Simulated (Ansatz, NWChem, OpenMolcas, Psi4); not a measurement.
# Computed against measured: dipole moment

8 molecules without hydrogen; the dipole moment in D, computed less measured. Shapes, held fixed at every level: PBE0-D4/def2-TZVP; CS, SiS at the measured bond length. No vibrational averaging. Dipoles are compared by magnitude; molecules under 1 D, whose direction can flip, are left out. Programs: Ansatz 0.2.0, NWChem 7.3.0, OpenMolcas 26.06, Psi4 1.11. A level may come from different programs for different species; with the same settings they agree closely. Measured values: NIST CCCBDB.

Levels: A = HF/3-21G; B = PBE0/def2-SVP; C = B3LYP/6-31G* (Cartesian functions).

```csv
molecule,measured,A,B,C
BrF (bromine fluoride),1.42,+0.48,+0.11,-0.09
CS (carbon monosulfide),1.98,-0.99,-0.18,-0.41
SiS (SMILES [Si-]#[S+]),1.73,+1.21,-0.21,+0.02
SF2 (sulfur difluoride),1.05,+0.87,+0.27,+0.09
NOF (nitrosyl fluoride),1.81,-0.57,-0.56,-0.70
AsF3 (arsenic trifluoride),2.59,+0.77,-0.13,-0.32
PF3 (phosphorus trifluoride),1.03,+1.14,+0.07,-0.05
SO2F2 (sulfuryl fluoride),1.12,-0.06,-0.08,+0.06
```

(1) Sum up the errors.

## Answers

(1) 
```tsv
level	kind	mean error	mean absolute error	worst case
HF/3-21G	Hartree–Fock	+0.356	0.761	SiS
PBE0/def2-SVP	global hybrid	-0.089	0.201	NOF
B3LYP/6-31G* (Cartesian functions)	global hybrid	-0.175	0.218	NOF
```

On this set PBE0/def2-SVP has the smallest mean absolute error and HF/3-21G the largest. B3LYP/6-31G* (Cartesian functions) is too low in 5 of 8. The levels differ in basis as well as in method. The tabulated value of NOF is in doubt (older tables, estimates, or at odds with other calculations) and kept here. Over the 7 molecules whose values aren't doubted the mean absolute errors are A 0.789; B 0.150; C 0.149. The smallest two are near a tie. Relativity is left out for As, Br. The set is small.

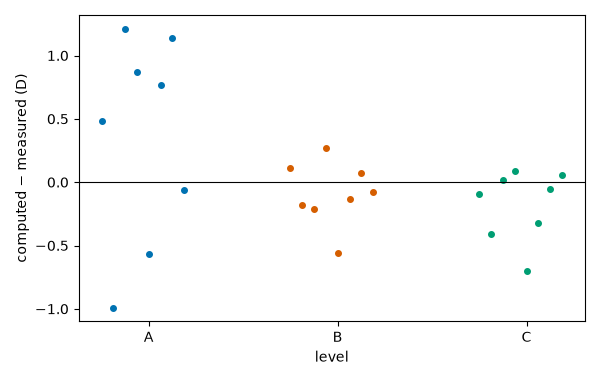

Errors of each level, one point a molecule.
